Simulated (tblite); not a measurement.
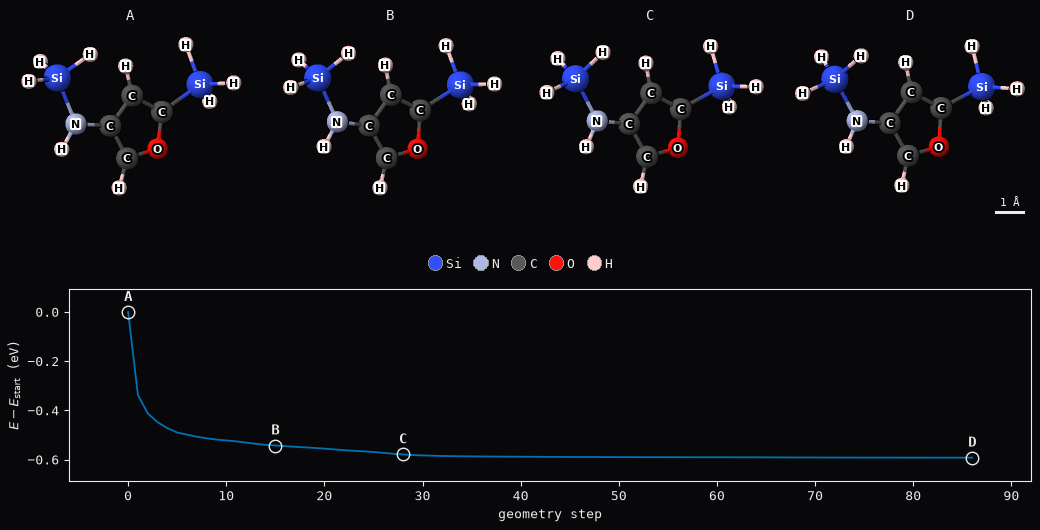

Frames of a relaxation of C₄H₉NOSi₂, marked on the history of the run. A ball-and-stick model, seen at a tilt.

Level of theory: GFN2-xTB geometry optimisation, gas phase in tblite 0.8.0. 

Question: What happens along the run?

Answer: Over 86 geometry steps the energy falls by 0.592 eV. The largest move after the best rigid fit is that of an H atom, 0.58 Å. Largest moves by element: H 0.58 Å, C 0.14 Å, N 0.12 Å, Si 0.12 Å, O 0.09 Å. Among the contacts that change: N–Si 1.806 → 1.726 Å, C–N 1.442 → 1.377 Å, C–O 1.297 → 1.353 Å, H–N 1.063 → 1.007 Å. Among the angles between lasting bonds that change: O–C–Si 127.8° → 117.6°, N–Si–H 112.0° → 103.0°, C–N–H 121.1° → 112.9°. The run took 1.1 s on 1 thread of Arm Neoverse N1, with other jobs on the host. From step 0 to 15: an H atom moves most (0.24 Å), energy −0.542 eV. From step 15 to 28: an H atom moves most (0.28 Å), energy −0.036 eV. From step 28 to 86: an H atom moves most (0.22 Å), energy −0.013 eV.

| step | E − E(0), eV |
| --- | --- |
| 0 | 0.0000 |
| 1 | -0.3370 |
| 2 | -0.4120 |
| 3 | -0.4477 |
| 4 | -0.4716 |
| 5 | -0.4898 |
| 6 | -0.4982 |
| 7 | -0.5068 |
| 8 | -0.5132 |
| 9 | -0.5182 |
| 10 | -0.5218 |
| 14 | -0.5396 |
| 18 | -0.5501 |
| 22 | -0.5615 |
| 26 | -0.5723 |
| 30 | -0.5827 |
| 34 | -0.5862 |
| 38 | -0.5875 |
| 42 | -0.5884 |
| 46 | -0.5891 |
| 50 | -0.5896 |
| 54 | -0.5899 |
| 58 | -0.5901 |
| 62 | -0.5902 |
| 66 | -0.5907 |
| 70 | -0.5912 |
| 74 | -0.5915 |
| 78 | -0.5917 |
| 82 | -0.5918 |
| 86 | -0.5919 |
